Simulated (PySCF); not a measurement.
**SiF2 (SMILES F[Si]F): levels of theory compared**

Aim: a comparison of 6 runs (HF/STO-3G, HF/def2-SVP, B3LYP/6-31G*, MP2/6-311G**, CCSD/aug-cc-pVDZ, CCSD(T)/6-31G) of SiF2. Input form: a Python script.

The results are computed with PySCF 2.14.0.

### Step 1. The structure to begin with

The species is SiF2 (3 atoms), meant as a singlet with charge 0. SMILES: `F[Si]F`. The shape is that of a GFN2-xTB optimisation.

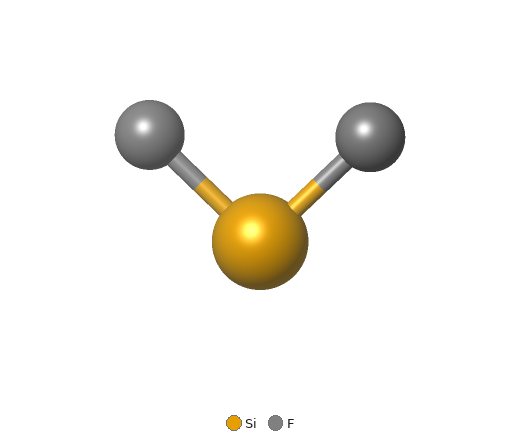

The structure, seen from a chosen angle (silicon amber, fluorine grey).

### Step 2. Energy and forces at HF/STO-3G (run 1)

The input, calc.py:

```python
import pyscf.grad
from pyscf import gto, scf

mol = gto.Mole()
mol.atom = '''
Si     0.007975    -0.014513    -1.407487
F      2.203288    -0.032768     0.719154
F     -2.211263     0.047281     0.688314
'''
mol.verbose = 3
mol.basis = 'sto-3g'
mol.unit = 'bohr'
mol.max_memory = 1860
mol.spin = 0
mol.charge = 0
mol.build()

mf = scf.RHF(mol)
mf.conv_tol = 1e-10
mf.kernel()
if not mf.converged:
    mf = mf.newton().run(mf.mo_coeff, mf.mo_occ)

e_final = mf.e_tot
print('E(%s) = %.9f' % ('HF', e_final))
grad = mf.Gradients().kernel()
mf.analyze()
```

Command:

```console
$ OMP_NUM_THREADS=1 python calc.py
```

The log of the run:

```text
converged SCF energy = -481.686962749199
E(HF) = -481.686962749
--------------- RHF gradients ---------------
         x                y                z
0 Si    -0.0008267006    -0.0001555720    -0.0167141940
1 F     0.0077310035    -0.0000504066     0.0088488694
2 F    -0.0069043028     0.0002059787     0.0078653245
----------------------------------------------
**** MO energy ****
MO #1   energy= -67.9527508874702  occ= 2
MO #2   energy= -25.8045412463238  occ= 2
MO #3   energy= -25.8036838891529  occ= 2
MO #4   energy= -5.95472639309515  occ= 2
MO #5   energy= -3.97201614030126  occ= 2
MO #6   energy= -3.9718198929532   occ= 2
MO #7   energy= -3.97036724099806  occ= 2
MO #8   energy= -1.44139790881732  occ= 2
MO #9   energy= -1.40443737787284  occ= 2
MO #10  energy= -0.594627329469033 occ= 2
MO #11  energy= -0.46959372782918  occ= 2
MO #12  energy= -0.462546024840327 occ= 2
MO #13  energy= -0.452564176589042 occ= 2
MO #14  energy= -0.397994944944292 occ= 2
MO #15  energy= -0.392405939301479 occ= 2
MO #16  energy= -0.263968803312318 occ= 2
MO #17  energy= 0.245497694415272  occ= 0
MO #18  energy= 0.47986506360435   occ= 0
MO #19  energy= 0.607930585970347  occ= 0
 ** Mulliken atomic charges  **
charge of    0Si =      0.56646
charge of    1F =     -0.28349
charge of    2F =     -0.28297
Dipole moment(X, Y, Z, Debye):  0.00273, -0.01375, -1.34179
```

Wall time 0.95 s (1 thread of Arm Neoverse V1, shared host); peak memory 0.12 GiB.

### Step 3. Energy and forces at HF/def2-SVP (run 2)

The input, job.py:

```python
# SiF2
import pyscf.grad
from pyscf import gto, scf

system = gto.M(
    atom=[
    ('Si', (0.004220, -0.007680, -0.744810)),
    ('F', (1.165930, -0.017340, 0.380560)),
    ('F', (-1.170150, 0.025020, 0.364240)),
],
    basis='def2-svp',
    spin=0,
    max_memory=1860,
    verbose=3,
)

myscf = scf.RHF(system)
myscf.conv_tol = 1e-10
myscf.kernel()
if not myscf.converged:
    myscf = myscf.newton().run(myscf.mo_coeff, myscf.mo_occ)

energy = myscf.e_tot
print(f'total energy: {energy:.8f} hartree')
grad = myscf.Gradients().kernel()
myscf.analyze()
```

Command:

```console
$ OMP_NUM_THREADS=1 python job.py
```

The log of the run:

```text
converged SCF energy = -487.636046313959
total energy: -487.63604631 hartree
--------------- RHF gradients ---------------
         x                y                z
0 Si    -0.0007087913    -0.0001870908    -0.0195913754
1 F    -0.0078616295     0.0002465283     0.0101303491
2 F     0.0085704207    -0.0000594375     0.0094610263
----------------------------------------------
**** MO energy ****
MO #1   energy= -68.8587268247901  occ= 2
MO #2   energy= -26.2825025409797  occ= 2
MO #3   energy= -26.2819479501933  occ= 2
MO #4   energy= -6.22000364351173  occ= 2
MO #5   energy= -4.32646399951811  occ= 2
MO #6   energy= -4.32579261021399  occ= 2
MO #7   energy= -4.32452961640513  occ= 2
MO #8   energy= -1.5796265430225   occ= 2
MO #9   energy= -1.54713762519061  occ= 2
MO #10  energy= -0.784343262606534 occ= 2
MO #11  energy= -0.70461575685084  occ= 2
MO #12  energy= -0.692576708976057 occ= 2
MO #13  energy= -0.677533511120525 occ= 2
MO #14  energy= -0.641674629003776 occ= 2
MO #15  energy= -0.623135300243116 occ= 2
MO #16  energy= -0.416840233018238 occ= 2
MO #17  energy= 0.0407227577801588 occ= 0
MO #18  energy= 0.137269623933092  occ= 0
MO #19  energy= 0.209846530618344  occ= 0
MO #20  energy= 0.308585897568191  occ= 0
MO #21  energy= 0.545490564992266  occ= 0
MO #22  energy= 0.604225536012643  occ= 0
MO #23  energy= 0.613984600105484  occ= 0
MO #24  energy= 0.673763933312006  occ= 0
MO #25  energy= 0.682363145683684  occ= 0
MO #26  energy= 0.740347960212043  occ= 0
MO #27  energy= 0.843300513022057  occ= 0
MO #28  energy= 1.03385156366342   occ= 0
MO #29  energy= 1.45264721614749   occ= 0
MO #30  energy= 1.51310883466097   occ= 0
MO #31  energy= 1.53469111047533   occ= 0
MO #32  energy= 1.57283689754298   occ= 0
MO #33  energy= 1.58152319635904   occ= 0
MO #34  energy= 1.65866271302698   occ= 0
MO #35  energy= 1.95097190047147   occ= 0
MO #36  energy= 1.96857110172512   occ= 0
MO #37  energy= 3.42523481357635   occ= 0
MO #38  energy= 3.43903150166581   occ= 0
MO #39  energy= 3.44250256950877   occ= 0
MO #40  energy= 3.45007956972782   occ= 0
MO #41  energy= 3.45222811354058   occ= 0
MO #42  energy= 3.50758826864175   occ= 0
MO #43  energy= 3.54978120385845   occ= 0
MO #44  energy= 3.62107055016154   occ= 0
MO #45  energy= 3.88979026974913   occ= 0
MO #46  energy= 3.94328345582862   occ= 0
 ** Mulliken atomic charges  **
charge of    0Si =      1.04441
charge of    1F =     -0.52246
charge of    2F =     -0.52195
Dipole moment(X, Y, Z, Debye):  0.00382, -0.01973, -1.92592
```

It took 1.3 s on 1 thread of Arm Neoverse V1, shared host; peak memory 0.12 GiB.

Run 3 isn't shown in full; the table further down has it.

### Step 4. Energy and forces at MP2/6-311G(d,p) (run 4)

The input, calc.py:

```python
from pyscf import gto, scf, mp

system = gto.Mole()
system.atom = '''
Si     0.007975    -0.014513    -1.407487
F      2.203288    -0.032768     0.719154
F     -2.211263     0.047281     0.688314
'''
system.basis = '6-311g**'
system.verbose = 4
system.max_memory = 1860
system.unit = 'bohr'
system.build()

mf = scf.RHF(system)
mf.conv_tol = 1e-10
mf.kernel()
if not mf.converged:
    mf = mf.newton().run(mf.mo_coeff, mf.mo_occ)

pt = mp.MP2(mf, frozen=7).run()
energy = pt.e_tot
print('E = %.10f Eh' % energy)
grad = pt.nuc_grad_method().kernel()
mf.analyze()
```

Command:

```console
$ OMP_NUM_THREADS=1 python calc.py
```

The log of the run:

```text
PySCF version 2.14.0

[INPUT] num. atoms = 3
[INPUT] num. electrons = 32
[INPUT] charge = 0
[INPUT] spin (= nelec alpha-beta = 2S) = 0
[INPUT] symmetry False subgroup None
[INPUT] Mole.unit = bohr
[INPUT] Symbol           X                Y                Z      unit          X                Y                Z       unit  Magmom
[INPUT]  1 Si     0.004220188257  -0.007679948862  -0.744810045066 AA    0.007975000000  -0.014513000000  -1.407487000000 Bohr   0.0
[INPUT]  2 F      1.165929798694  -0.017340078847   0.380559907942 AA    2.203288000000  -0.032768000000   0.719154000000 Bohr   0.0
[INPUT]  3 F     -1.170149986951   0.025020027710   0.364240082757 AA   -2.211263000000   0.047281000000   0.688314000000 Bohr   0.0

[... 67 lines left out ...]
Two-electron Coulomb Energy =          332.760729614564696
[... 10 lines left out ...]
MO #8   energy= -1.60406033464785  occ= 2
[... 8 lines left out ...]
MO #17  energy= 0.0312117394207263 occ= 0
[... 8 lines left out ...]
MO #26  energy= 0.825394122823472  occ= 0
[... 8 lines left out ...]
MO #35  energy= 1.34830927820952   occ= 0
[... 8 lines left out ...]
MO #44  energy= 4.21878322669362   occ= 0
[... 8 lines left out ...]
MO #53  energy= 6.69201772463857   occ= 0
[... 8 lines left out ...]
MO #62  energy= 143.586854817934   occ= 0
[... 68 lines left out ...]
Dipole moment(X, Y, Z, Debye):  0.00470, -0.02189, -2.13619
```

It took 2.9 s on 1 thread of Arm Neoverse V1, shared host; peak memory 0.31 GiB.

Run 5 isn't shown in full; the table further down has it.

### Step 5. A single-point energy at CCSD(T)/6-31G (run 6)

The input, calc.py:

```python
from pyscf import gto, cc

mol = gto.M(
    atom='Si 0.004220 -0.007680 -0.744810; F 1.165930 -0.017340 0.380560; F -1.170150 0.025020 0.364240',
    basis='6-31g',
    spin=0,
    verbose=3,
    max_memory=1860,
)

mf = mol.RHF()
mf.conv_tol = 1e-10
mf.kernel()
if not mf.converged:
    mf = mf.newton().run(mf.mo_coeff, mf.mo_occ)

mycc = cc.CCSD(mf, frozen=7)
mycc.kernel()
e_t = mycc.ccsd_t()
energy = mycc.e_tot + e_t
print('E = %.10f Eh' % energy)
mf.analyze()
```

Command:

```console
$ OMP_NUM_THREADS=1 python calc.py
```

The log of the run:

```text
converged SCF energy = -487.786019547067
E(CCSD) = -488.0815087098459  E_corr = -0.2954891627785111
CCSD(T) correction = -0.00491325599155095
E = -488.0864219658 Eh
**** MO energy ****
MO #1   energy= -68.9135021318502  occ= 2
MO #2   energy= -26.28801905989    occ= 2
MO #3   energy= -26.2874942078766  occ= 2
MO #4   energy= -6.2661074857368   occ= 2
MO #5   energy= -4.36733238564347  occ= 2
MO #6   energy= -4.36635537661585  occ= 2
MO #7   energy= -4.3653429560456   occ= 2
MO #8   energy= -1.6134741589007   occ= 2
MO #9   energy= -1.57906679604661  occ= 2
MO #10  energy= -0.780745947142207 occ= 2
MO #11  energy= -0.686380164996476 occ= 2
MO #12  energy= -0.685299770851572 occ= 2
MO #13  energy= -0.672677321178504 occ= 2
MO #14  energy= -0.635130010776668 occ= 2
MO #15  energy= -0.618796006566672 occ= 2
MO #16  energy= -0.431999373347452 occ= 2
MO #17  energy= 0.0195699186154505 occ= 0
MO #18  energy= 0.115207013181135  occ= 0
MO #19  energy= 0.186152459566394  occ= 0
MO #20  energy= 0.294341466723716  occ= 0
MO #21  energy= 0.348158037461815  occ= 0
MO #22  energy= 0.460346518623257  occ= 0
MO #23  energy= 0.513529262768906  occ= 0
MO #24  energy= 1.38922054021781   occ= 0
MO #25  energy= 1.50354090109006   occ= 0
MO #26  energy= 1.5285543713901    occ= 0
MO #27  energy= 1.61966070674375   occ= 0
MO #28  energy= 1.67842844645642   occ= 0
MO #29  energy= 1.72338426726576   occ= 0
MO #30  energy= 1.97027382713627   occ= 0
MO #31  energy= 2.08542090938726   occ= 0
 ** Mulliken atomic charges  **
charge of    0Si =      1.04231
charge of    1F =     -0.52137
charge of    2F =     -0.52094
Dipole moment(X, Y, Z, Debye):  0.01042, -0.02825, -2.74922
```

Run time: 1.1 s. Hardware: 1 thread of Arm Neoverse V1, shared host; peak memory 0.12 GiB.

### Step 6. Overview of the runs

| run | level | integration grid | frozen core orbitals | energy (Eh) | dipole moment (D) of the reference | HOMO energy (eV) | LUMO energy (eV) | wall time |
| --- | --- | --- | --- | --- | --- | --- | --- | --- |
| 1 | HF/STO-3G | – | – | -481.686963 | 1.34 | -7.18 | 6.68 | 0.95 s |
| 2 | HF/def2-SVP | – | – | -487.636046 | 1.93 | -11.34 | 1.11 | 1.3 s |
| 3 | B3LYP/6-31G* (spherical functions) | 5 | – | -489.251407 | 1.38 | -8.13 | -2.14 | 6.6 s |
| 4 | MP2/6-311G** | – | 7 | -488.439069 | 2.14 | -11.40 | 0.85 | 2.9 s |
| 5 | CCSD/aug-cc-pVDZ | – | 7 | -488.429539 | 1.84 | -11.44 | 0.40 | 6 s |
| 6 | CCSD(T)/6-31G | – | 7 | -488.086422 | 2.75 | -11.76 | 0.53 | 1.1 s |

### Step 7. Results

```
                                          quantity          value
                               run 6: total energy  -488.08642 Eh
       run 6: dipole moment (Hartree–Fock density)         2.75 D
        run 6: HOMO energy (Hartree–Fock orbitals)      -11.76 eV
        run 6: LUMO energy (Hartree–Fock orbitals)        0.53 eV
      run 6: HOMO–LUMO gap (Hartree–Fock orbitals)       12.29 eV
run 6: correlation energy (7 core orbitals frozen)     -300.4 mEh
                             run 6: (T) correction      -4.91 mEh
                              run 6: T1 diagnostic          0.017
```

Over runs 1, 2, 3 the dipole moment (its size) runs from 1.34 D (HF/STO-3G) to 1.93 D (HF/def2-SVP). Over runs 1, 2, 3 the HOMO–LUMO gap runs from 5.99 eV (B3LYP/6-31G*) to 13.86 eV (HF/STO-3G). The two ends differ in method and basis. In run 1 the basis is minimal, so the values are rough. All runs together took 19 s, the longest 6.6 s.
